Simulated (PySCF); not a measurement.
## Electronic structure of C4H11O3Si (doublet) in real space

```xyz
19

C    -1.0908    3.3402    0.1982
O    -1.3850    2.0604    0.4321
Si   -0.9007    0.6554   -0.2219
C     0.9440    0.2679    0.1299
O     1.1546   -1.0969   -0.1989
C     2.4673   -1.5251    0.0482
O    -1.8960   -0.3366    0.5661
C    -1.8372   -1.7326    0.6256
H    -0.4765    3.6106   -0.6384
H    -1.6590    4.0655    0.7455
H    -1.1138    0.6221   -1.6707
H     1.1962    0.4334    1.1892
H     1.6306    0.8970   -0.4555
H     3.1925   -0.9448   -0.5371
H     2.7233   -1.4322    1.1119
H     2.5190   -2.5717   -0.2469
H    -1.4910   -2.1543   -0.3176
H    -1.1494   -2.0459    1.4130
H    -2.8381   -2.1032    0.8501
```

Geometry: GFN2-xTB.

Computed with UKS B3LYP, pcH-1 on C H O Si, non-relativistic, mean-field spin-orbit, GIAO in PySCF 2.14.0, density-fitted response routines.

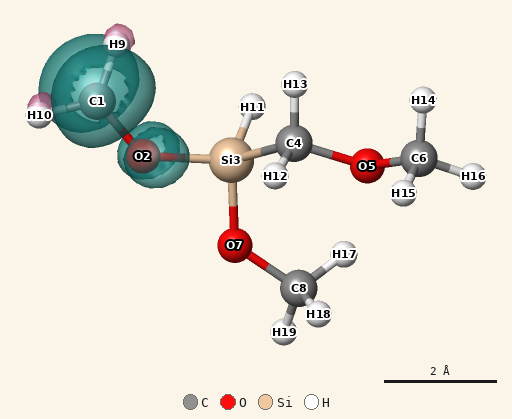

Figure 1. Isosurfaces of the spin density at +0.03 (teal) and −0.03 e/Å³ (pink), seen at an oblique angle.

Q: Where is the unpaired spin?

A: The unpaired spin (1 electron) lies mostly on C1 (about 0.7) and O2 (about 0.2), in electrons by Hirshfeld's partition.

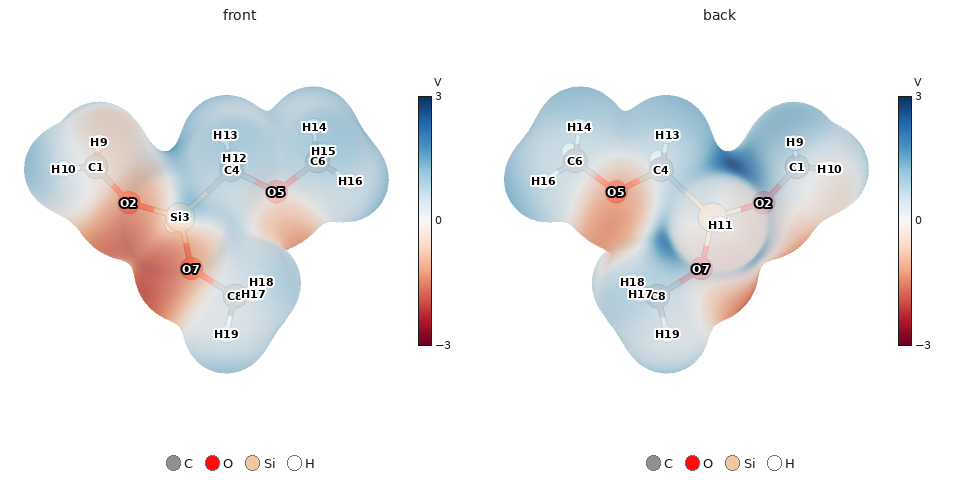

Figure 2. The molecular electrostatic potential painted on the density surface at 0.004 e/bohr³, seen from the front and from behind; red is negative and blue positive.

Q: Where is the surface potential most negative and most positive?

A: The most negative region (about −1.9 V) lies over O7, the most positive (about +2.4 V) over Si3. O7 is the likeliest acceptor of a hydrogen bond.

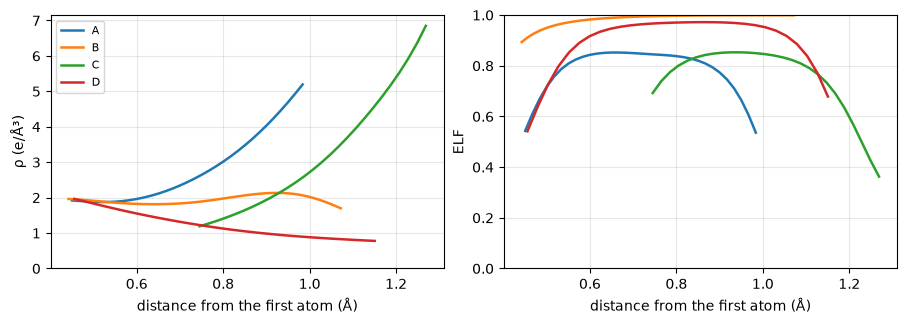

Figure 3. Electron density and electron localisation function along straight lines between neighbouring atoms. The curves leave out the atomic cores.

Q: Which curve belongs to which contact (C–H, C–O, C–Si and Si–O)? The first atom named is at distance zero.

A: Curve A: C–O (1.33 Å): the density is about 2.2 e/Å³ at the midpoint, with its minimum of 1.9 e/Å³ about 0.5 Å from C; the ELF peaks at about 0.85 between the atoms: a shared but strongly polarised pair. Curve B: C–H (1.07 Å): ρ at the midpoint is about 1.9 e/Å³; the ELF climbs to about 1 towards the hydrogen, as it does in any bond to H (an ordinary covalent bond to hydrogen). Curve C: Si–O (1.61 Å): ρ at the midpoint is about 1.4 e/Å³; the ELF peaks at about 0.85 between the atoms (a polar covalent bond). Curve D: C–Si (1.92 Å): ρ at the midpoint is about 0.92 e/Å³; the ELF peaks at about 1 between the atoms, as expected for a shared electron pair.
